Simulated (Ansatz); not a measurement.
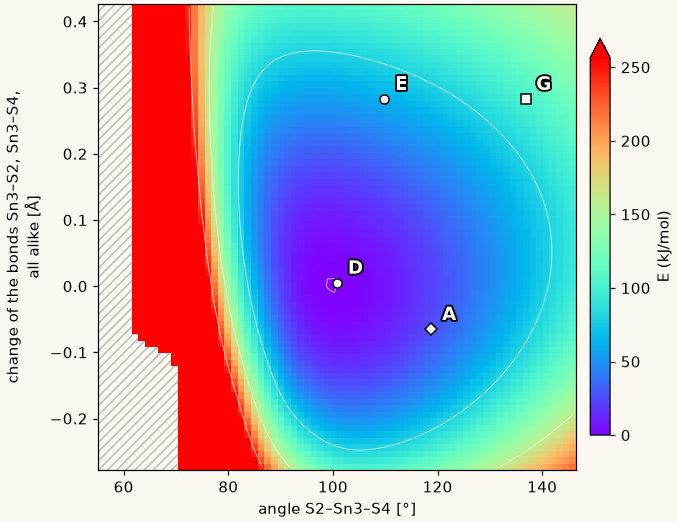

CH4S2Sn, SMILES C[S][Sn][SH]. First axis: angle S2–Sn3–S4. Second axis: change of the bonds Sn3–S2, Sn3–S4, all alike. Nothing is relaxed (all other coordinates rigid). The grid has 11 × 11 points. At 14 points there is no value (left out of the scan, as a rule where atoms come close). Points are written as (first, second). Energies: kJ/mol, counted from the lowest grid point. The calculation used RKS PBE-D4/def2-SVP (Ansatz 0.2.0).

The picture shows a smooth colour map with a few white contour lines, one colour for all values above the top of the scale, hatched blanks where no value was computed, lettered points. Between grid points the surface is interpolated.

Q: Rank the lettered points by energy, lowest first.

A: D (0 kJ/mol), A (27 kJ/mol), E (62 kJ/mol), G (103 kJ/mol).

Q: What kind of point is each of A, D, E, G: minimum, saddle, maximum or slope?

A: A: on a slope; D: minimum; E: on a slope; G: on a slope. (In these two coordinates alone; a stationary point may lie a little off the grid point.)
